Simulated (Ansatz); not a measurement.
## ZnCu (CsCl type): frozen-phonon scan

ZnCu (CsCl type)

```
ZnCu
1.0
    5.92765     0.00000     0.00000
    2.96382     2.96382     0.00000
    0.00000     0.00000     2.96382
Zn Cu
2 2
Cartesian
  0.00000   0.00000   0.00000
  2.96382   0.00000   0.00000
  1.48191   1.48191   1.48191
  4.44574   1.48191   1.48191
```

The atoms are displaced by Q × the pattern below (from a DFPT mode at M = (0.5, 0.5, 0.0), largest move 1; Q in Å), at fixed cell. (q is in reciprocal vectors of the primitive cell; the cell shown is doubled to hold the pattern.)

```
atom      x      y       z
----  -----  -----  ------
Cu3   0.000  0.000   1.000
Cu4   0.000  0.000  -1.000
```

Atoms not listed stay in place.

Method: PBE (plane waves to 420 eV, PAW, scalar-relativistic; Ansatz, a program for electronic structure). k mesh 16×16×16 (Γ-centred), Fermi-Dirac smearing 0.05 eV. Energies are smeared free energies. With partly filled bands, energies and forces of such displacements shift with the k mesh and the smearing. ZnCu is run without spin polarisation. ZnCu was relaxed with its symmetry unable to fall. The zero of ΔE is the undisplaced structure.

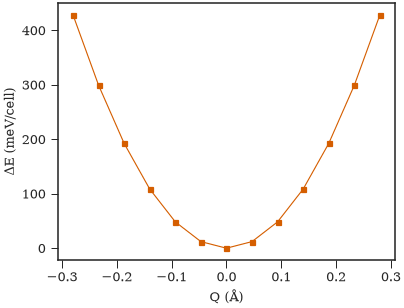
Figure: ΔE (meV/cell) against Q (Å); markers are the computed points, lines only join them.

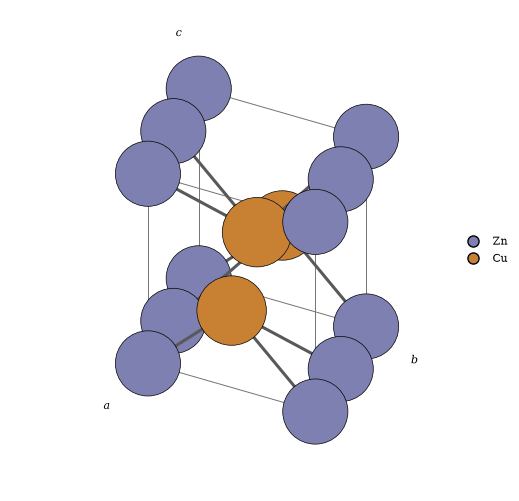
The cell of the calculation at Q = -0.280 Å.

The energy at Q = 0.280 Å comes out as 429 meV/cell. Shape of the curve: a single well with its minimum at or next to zero displacement. Harmonic wavenumber from the curvature (finite differences): 154 cm⁻¹. Wavenumber by perturbation theory (DFPT, on another k mesh): 154 cm⁻¹. Space group of the distorted cell: P4/nmm (No. 129), lowered from Pm-3m.

E″ = 11.14 eV/Å², M = Σ mᵢ|uᵢ|² = 127.1 u, ν̃ = 521.5·√(|E″|/M).

(A displaced cell: forces are minus the slopes of the energy, force constants its curvatures, and phonons follow from these.)
